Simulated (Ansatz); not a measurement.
# A correction line for HF/def2-SVP: atomisation energy

The atomisation energy (no zero-point term) in kJ/mol of 6 molecular compounds of N: x at HF/def2-SVP, y at CCSD(T)/CBS estimate. Shapes, held fixed at every level: PBE0-D4/def2-TZVP. Flexible molecules stand in one conformer, not always the lowest. Programs: Ansatz 0.2.0.

| molecule | x (kJ/mol) | y (kJ/mol) |
| --- | --- | --- |
| Si3NH8Cl (SMILES [SiH3][SiH2]N[SiH2]Cl) | 2970 | 4073 |
| C2H8ClNSi (SMILES CCN[SiH2]Cl) | 3478 | 4692 |
| C2H8BNSi (SMILES BN([SiH3])C=C) | 3668 | ? |
| C3H8BN (SMILES BNCC=C) | 3911 | 5148 |
| C3H10BNSi (SMILES BN([SiH3])CC=C) | 4606 | 6066 |
| C6H16BN (SMILES BN(C(C)C)C(C)C) | 7250 | 9454 |

Problem. Fit y = c + s·x to the known rows and predict y for C2H8BNSi.

Solution. 
1. Means of the 5 rows: x = 4443.00, y = 5886.6.
2. Σ(Δx)² = 11289796, Σ(Δx·Δy) = 14260091, so the slope is 14260091/11289796 = 1.2631.
3. Intercept: 5886.6 − (1.2631) × 4443.00 = 274.6. The largest residual of the fit is 67.
4. C2H8BNSi: 274.6 + 1.2631 × 3668 = 4908 kJ/mol.

CCSD(T)/CBS estimate gives 4849 kJ/mol, so the prediction is off by +59 kJ/mol, within the largest residual. Uncorrected, HF/def2-SVP misses C2H8BNSi by -1181 kJ/mol, and the other rows by 1444 on average. The line removes about 95 % of this miss. Hartree–Fock lacks correlation, which doesn't scale simply with the atomisation energy. C6H16BN lies far out in x and weighs most in the slope. Left out in turn, the other rows are missed by 89 kJ/mol on average. The CBS estimate extrapolates MP2 from def2-TZVPP and def2-QZVPP and adds CCSD(T) − MP2 in the triple-zeta set, cores frozen.

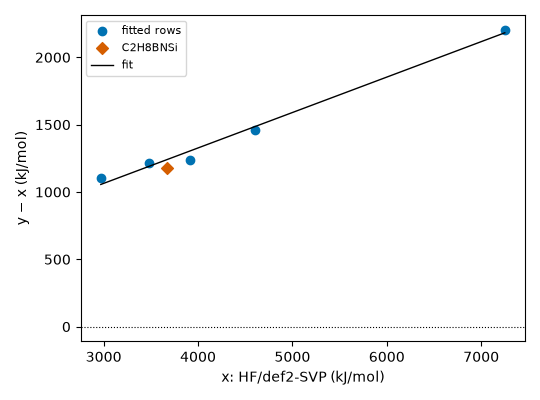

The correction y − x against x, with the fitted line and the withheld molecule.
